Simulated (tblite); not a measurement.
# Geometry relaxation, with input and output: CH$_{10}$N$_{2}$OSi$_{3}$ (part 4 of 4)

The same run, continued: CH$_{10}$N$_{2}$OSi$_{3}$, SMILES N[Si@@H](C=O)N([SiH3])[SiH3]; GFN2-xTB geometry optimisation, gas phase (tblite 0.8.0). 

Geometry of the input (Å):
```
N  1.3268  -1.9692  -0.3863
Si 0.9379  -0.4941  0.3785
C  2.0579  0.9497  -0.0620
O  2.1207  1.3292  -1.2391
N  -0.7217  -0.4395  0.1280
Si -1.4547  0.4122  1.3920
Si -1.1213  0.3627  -1.3248
H  0.5324  -2.5803  -0.2259
H  1.3482  -1.8062  -1.3884
H  1.1715  -0.8393  1.8138
H  2.6011  1.4212  0.7587
H  -0.8318  1.7490  1.5500
H  -1.2664  -0.3421  2.6632
H  -2.9040  0.5402  1.1672
H  -0.4503  -0.3109  -2.4497
H  -2.5830  0.2280  -1.5338
H  -0.7704  1.8013  -1.2513
```

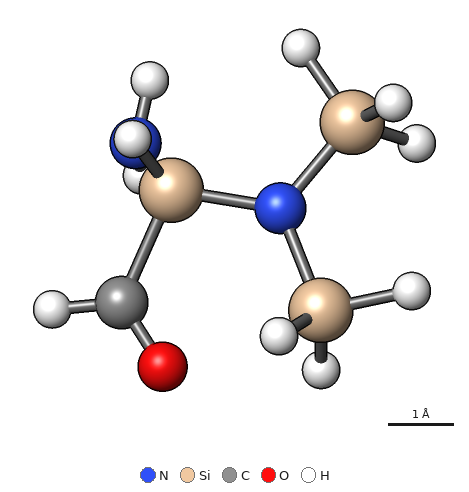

Fig. 1: The geometry at step 187 of the log (ball-and-stick view, seen at a tilt).

**Trajectory as extended XYZ, continued**
```
17
Properties=species:S:1:pos:R:3:forces:R:3 step=170 energy=-609.17337
N     1.3602   -1.9622    0.5430    0.0020  -0.0150  -0.0310
Si    1.0475   -0.2663    0.5015    0.0120   0.0120  -0.0020
C     2.1066    0.3870   -0.9405   -0.0490   0.0300  -0.0760
O     1.6450    1.0546   -1.8342    0.0400  -0.0520   0.0940
N    -0.5494    0.2815    0.1358    0.0100   0.0170   0.0100
Si   -1.8537   -0.1659    1.2009    0.0030  -0.0100  -0.0330
Si   -0.9069    1.3438   -1.2384    0.0030  -0.0160  -0.0010
H     0.9383   -2.5036    1.2809    0.0090   0.0300  -0.0190
H     1.3358   -2.4926   -0.3154   -0.0090   0.0160   0.0300
H     1.5759    0.2504    1.7694   -0.0350   0.0080  -0.0440
H     3.1902    0.1570   -0.9567   -0.0170  -0.0100   0.0110
H    -2.3518    1.0156    1.9040   -0.0060   0.0010   0.0120
H    -1.3052   -1.1280    2.1613    0.0050   0.0010   0.0110
H    -2.9124   -0.8043    0.4178   -0.0010  -0.0050   0.0110
H    -0.7798    0.5955   -2.4854    0.0020   0.0100   0.0150
H    -2.3422    1.6366   -1.0620    0.0170  -0.0160   0.0000
H    -0.2051    2.6128   -1.0920    0.0140  -0.0030   0.0110
17
Properties=species:S:1:pos:R:3:forces:R:3 step=174 energy=-609.17445
N     1.3672   -1.9547    0.5535   -0.0020   0.0120  -0.0090
Si    1.0450   -0.2612    0.4977   -0.0040  -0.0090  -0.0040
C     2.1005    0.3740   -0.9517    0.0350  -0.0260   0.0200
O     1.6431    1.0345   -1.8502   -0.0090   0.0290  -0.0120
N    -0.5533    0.2812    0.1320    0.0030   0.0100  -0.0030
Si   -1.8561   -0.1780    1.1940   -0.0200   0.0190   0.0020
Si   -0.9032    1.3552   -1.2355   -0.0060  -0.0180   0.0040
H     0.9520   -2.4854    1.3019   -0.0020  -0.0020   0.0060
H     1.3341   -2.4963   -0.2968   -0.0070   0.0060   0.0020
H     1.5722    0.2705    1.7576   -0.0180   0.0140  -0.0130
H     3.1836    0.1383   -0.9614   -0.0200  -0.0040  -0.0110
H    -2.3598    1.0031    1.8981    0.0020  -0.0300  -0.0070
H    -1.3053   -1.1364    2.1587    0.0060   0.0140  -0.0070
H    -2.9145   -0.8255    0.4169    0.0140   0.0060   0.0020
H    -0.7932    0.6170   -2.4897    0.0130   0.0020   0.0130
H    -2.3343    1.6613   -1.0555    0.0010  -0.0090   0.0140
H    -0.1850    2.6146   -1.0794    0.0120  -0.0140   0.0050
17
Properties=species:S:1:pos:R:3:forces:R:3 step=178 energy=-609.17591
N     1.3672   -1.9475    0.5795   -0.0080   0.0170  -0.0040
Si    1.0497   -0.2547    0.4924   -0.0030   0.0260  -0.0110
C     2.0987    0.3529   -0.9748   -0.0090   0.0150  -0.0170
O     1.6464    1.0326   -1.8630    0.0340  -0.0270   0.0590
N    -0.5506    0.2825    0.1288   -0.0200  -0.0170  -0.0010
Si   -1.8579   -0.1967    1.1773    0.0010   0.0020  -0.0120
Si   -0.8986    1.3742   -1.2232   -0.0040   0.0210   0.0130
H     0.9606   -2.4544    1.3490    0.0050  -0.0130  -0.0050
H     1.3023   -2.5050   -0.2589   -0.0010   0.0010   0.0170
H     1.5762    0.3126    1.7375   -0.0010  -0.0100  -0.0150
H     3.1738    0.0846   -1.0011   -0.0220   0.0050  -0.0240
H    -2.3872    0.9711    1.8818    0.0000  -0.0060   0.0000
H    -1.3055   -1.1503    2.1453    0.0120   0.0090  -0.0030
H    -2.8976   -0.8565    0.3866    0.0040  -0.0010  -0.0050
H    -0.7866    0.6737   -2.4981    0.0040  -0.0180   0.0180
H    -2.3308    1.6706   -1.0322    0.0190   0.0100  -0.0010
H    -0.1673    2.6225   -1.0368   -0.0110  -0.0140  -0.0080
17
Properties=species:S:1:pos:R:3:forces:R:3 step=183 energy=-609.17703
N     1.3682   -1.9334    0.6045   -0.0100  -0.0480  -0.0170
Si    1.0460   -0.2440    0.4884    0.0130  -0.0020  -0.0150
C     2.0937    0.3352   -0.9911    0.0100  -0.0180   0.0200
O     1.6478    1.0230   -1.8750    0.0000   0.0120  -0.0070
N    -0.5570    0.2806    0.1215   -0.0030   0.0070   0.0170
Si   -1.8639   -0.2160    1.1610   -0.0010   0.0120   0.0000
Si   -0.8964    1.3952   -1.2123   -0.0130  -0.0190  -0.0090
H     0.9707   -2.4365    1.3817    0.0060   0.0300   0.0010
H     1.3001   -2.5050   -0.2247    0.0080   0.0200   0.0140
H     1.5783    0.3490    1.7170    0.0080  -0.0010   0.0190
H     3.1624    0.0427   -1.0296   -0.0220   0.0030  -0.0110
H    -2.4118    0.9396    1.8736    0.0010  -0.0180  -0.0220
H    -1.2953   -1.1596    2.1279    0.0020  -0.0120   0.0130
H    -2.8867   -0.8901    0.3602   -0.0020   0.0070   0.0020
H    -0.8047    0.6894   -2.4866    0.0010   0.0100   0.0130
H    -2.3200    1.7163   -1.0037    0.0090   0.0140  -0.0090
H    -0.1385    2.6255   -1.0227   -0.0060   0.0050  -0.0070
17
Properties=species:S:1:pos:R:3:forces:R:3 step=187 energy=-609.17783
N     1.3791   -1.9241    0.6351   -0.0030   0.0260   0.0050
Si    1.0498   -0.2380    0.4863    0.0080  -0.0170   0.0170
C     2.0789    0.3089   -1.0178   -0.0160  -0.0030  -0.0080
O     1.6276    1.0042   -1.8937    0.0130   0.0010   0.0060
N    -0.5554    0.2839    0.1220    0.0030   0.0010   0.0050
Si   -1.8715   -0.2377    1.1369    0.0020  -0.0140  -0.0140
Si   -0.8896    1.4222   -1.1934    0.0200   0.0180   0.0040
H     1.0005   -2.4038    1.4354   -0.0050  -0.0010   0.0050
H     1.3005   -2.5188   -0.1755   -0.0030   0.0020  -0.0090
H     1.5910    0.3750    1.7036    0.0000  -0.0070  -0.0170
H     3.1366   -0.0127   -1.0852    0.0030   0.0010   0.0000
H    -2.4530    0.9027    1.8448    0.0010  -0.0010  -0.0100
H    -1.2973   -1.1753    2.1061   -0.0070  -0.0150   0.0200
H    -2.8737   -0.9237    0.3186    0.0110   0.0090   0.0050
H    -0.8271    0.7398   -2.4814   -0.0100  -0.0020   0.0110
H    -2.3009    1.7764   -0.9607   -0.0040   0.0030  -0.0100
H    -0.1024    2.6328   -0.9909   -0.0130  -0.0010  -0.0110
17
Properties=species:S:1:pos:R:3:forces:R:3 step=191 energy=-609.17823
N     1.3798   -1.9202    0.6516    0.0090   0.0030  -0.0090
Si    1.0528   -0.2369    0.4834   -0.0020   0.0160  -0.0020
C     2.0734    0.2983   -1.0318    0.0110  -0.0050   0.0100
O     1.6245    1.0051   -1.8994   -0.0110  -0.0010  -0.0050
N    -0.5528    0.2855    0.1226   -0.0080   0.0040   0.0050
Si   -1.8727   -0.2517    1.1243    0.0070  -0.0030   0.0010
Si   -0.8856    1.4377   -1.1818    0.0030  -0.0150   0.0030
H     1.0053   -2.3879    1.4607   -0.0050  -0.0100  -0.0020
H     1.2990   -2.5252   -0.1514   -0.0070   0.0040   0.0080
H     1.5994    0.3890    1.6912    0.0090  -0.0020  -0.0050
H     3.1270   -0.0350   -1.1108   -0.0040  -0.0050   0.0060
H    -2.4707    0.8836    1.8271    0.0040  -0.0070  -0.0090
H    -1.3026   -1.1863    2.1007   -0.0100  -0.0010   0.0000
H    -2.8610   -0.9420    0.2934    0.0050  -0.0010   0.0040
H    -0.8440    0.7554   -2.4709    0.0050   0.0060   0.0040
H    -2.2929    1.8045   -0.9435   -0.0010   0.0040   0.0030
H    -0.0859    2.6380   -0.9752   -0.0050   0.0120  -0.0100
17
Properties=species:S:1:pos:R:3:forces:R:3 step=196 energy=-609.17854
N     1.3836   -1.9139    0.6669   -0.0040   0.0070   0.0060
Si    1.0556   -0.2314    0.4858    0.0070  -0.0110  -0.0020
C     2.0667    0.2835   -1.0421    0.0000   0.0050  -0.0110
O     1.6169    0.9958   -1.9051   -0.0010  -0.0060   0.0030
N    -0.5501    0.2915    0.1264    0.0070  -0.0030   0.0040
Si   -1.8742   -0.2634    1.1122    0.0000  -0.0020   0.0030
Si   -0.8814    1.4519   -1.1708   -0.0140   0.0120  -0.0020
H     1.0162   -2.3755    1.4830   -0.0020   0.0050  -0.0010
H     1.2927   -2.5266   -0.1288   -0.0040   0.0060  -0.0070
H     1.6144    0.4050    1.6821    0.0020  -0.0010   0.0010
H     3.1126   -0.0692   -1.1359   -0.0010   0.0010   0.0050
H    -2.4885    0.8648    1.8114   -0.0010  -0.0030  -0.0020
H    -1.3074   -1.1969    2.0912   -0.0050  -0.0010   0.0020
H    -2.8472   -0.9595    0.2685    0.0000  -0.0040   0.0010
H    -0.8548    0.7809   -2.4656    0.0090  -0.0050  -0.0010
H    -2.2861    1.8256   -0.9222    0.0100   0.0020   0.0040
H    -0.0760    2.6495   -0.9671   -0.0020  -0.0030  -0.0030
17
Properties=species:S:1:pos:R:3:forces:R:3 step=200 energy=-609.17865
N     1.3816   -1.9107    0.6694    0.0000   0.0000   0.0000
Si    1.0572   -0.2282    0.4853    0.0000   0.0040  -0.0020
C     2.0686    0.2825   -1.0437   -0.0050  -0.0020  -0.0020
O     1.6216    0.9956   -1.9073    0.0000  -0.0010  -0.0020
N    -0.5495    0.2934    0.1279   -0.0060   0.0020   0.0020
Si   -1.8729   -0.2676    1.1120    0.0010   0.0040  -0.0050
Si   -0.8833    1.4535   -1.1695    0.0030  -0.0010  -0.0020
H     1.0108   -2.3699    1.4852   -0.0020   0.0000   0.0010
H     1.2876   -2.5226   -0.1267   -0.0020   0.0010  -0.0020
H     1.6164    0.4106    1.6799    0.0040   0.0000   0.0040
H     3.1127   -0.0756   -1.1367    0.0040   0.0040   0.0000
H    -2.4916    0.8585    1.8106    0.0000  -0.0040  -0.0010
H    -1.3077   -1.2019    2.0913   -0.0010   0.0040  -0.0010
H    -2.8428   -0.9654    0.2661    0.0000  -0.0030   0.0010
H    -0.8517    0.7792   -2.4630    0.0010   0.0020   0.0050
H    -2.2867    1.8293   -0.9209    0.0020  -0.0030   0.0030
H    -0.0773    2.6514   -0.9700    0.0020  -0.0060  -0.0010
```

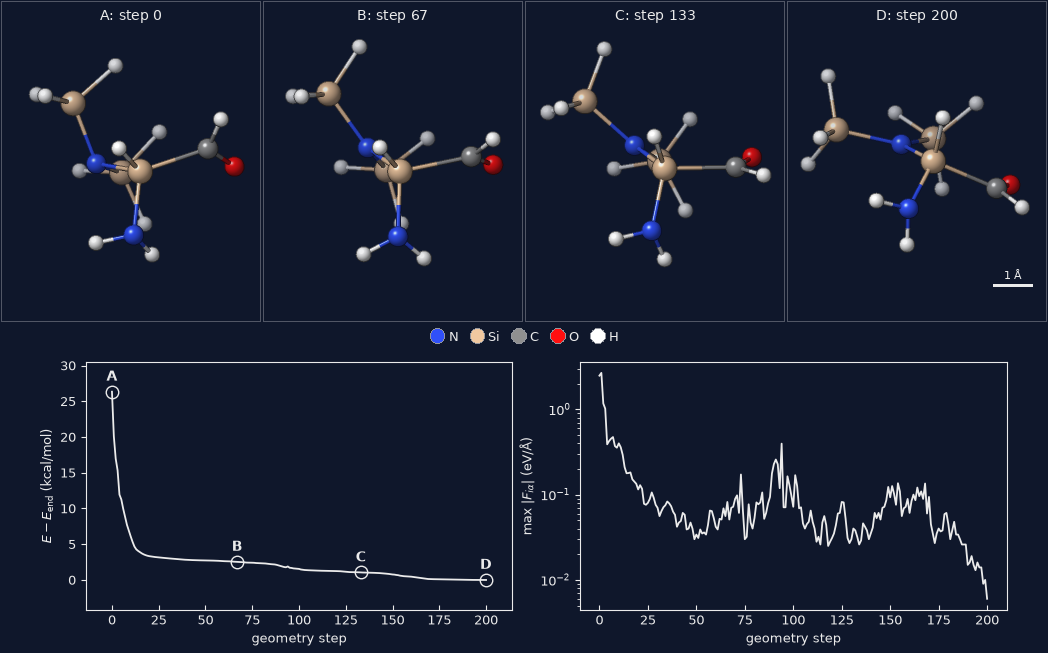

Fig. 2: Frames of the relaxation (ball-and-stick view, seen at a tilt) above the curves, on which the letters mark them (steps are counted from 0).

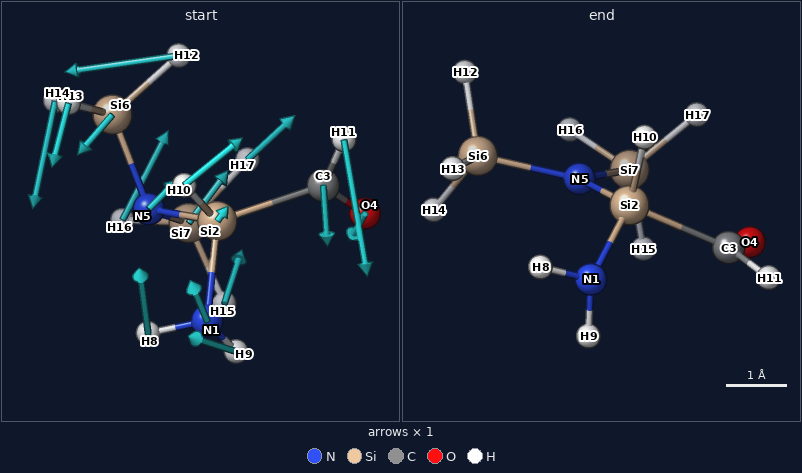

Fig. 3: Before (left) and after (right) the relaxation, at one scale (ball-and-stick view, seen at a tilt). The teal arrows give the displacements, at true length. The atom that moves furthest after the best rigid fit is H11 (2.36 Å). By element the largest moves are H 2.36 Å, Si 1.13 Å, C 1.11 Å, N 1.04 Å, O 0.82 Å. Distances before and after: N5–Si7 1.707 → 1.772 Å, N5–Si6 1.691 → 1.742 Å, Si2–N5 1.679 → 1.727 Å, C3–O4 1.238 → 1.206 Å. Among the angles that change: N1–Si2–N5 100.7° → 119.5°, C3–Si2–N5 121.9° → 104.3°, Si2–N1–H8 105.7° → 117.5°. After 200 geometry steps the energy has fallen by 26.3 kcal/mol. The largest force component goes from 2.5 to 0.006 eV/Å. (Atoms are counted from 1 in the order of the input.)
